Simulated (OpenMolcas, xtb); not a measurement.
A ladder of methods for BHOF2 (difluorohydroxyborane)

BHOF2 has 5 atoms, charge 0, and is taken as a singlet. SMILES: `OB(F)F`. The coordinates come from a PBE0-D4/def2-TZVP relaxation.

Each level gives the dipole moment (D). The values are calculated.

```csv
level,kind,program,value (D),CPU time
GFN0-xTB,semi-empirical,xtb,2.41,under 2 s
HF/def2-SVPD,Hartree–Fock,OpenMolcas,2.10,9.1 s
SVWN5/def2-SVPD,LDA,OpenMolcas,2.01,20 s
BLYP/def2-SVPD,GGA,OpenMolcas,1.95,27 s
PBE/def2-SVPD,GGA,OpenMolcas,1.95,27 s
r2SCAN/def2-SVPD,meta-GGA,OpenMolcas,1.98,35 s
M06-2X/def2-SVPD,hybrid meta-GGA,OpenMolcas,2.02,33 s
```

The values span 1.95 to 2.41 D. Magnitudes only. CPU times are rough (shared hosts, several kinds of processor): they show what a rung costs within a factor of a few.

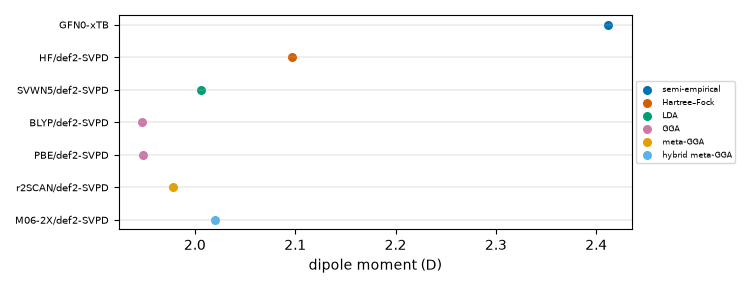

The values of the table, level by level.
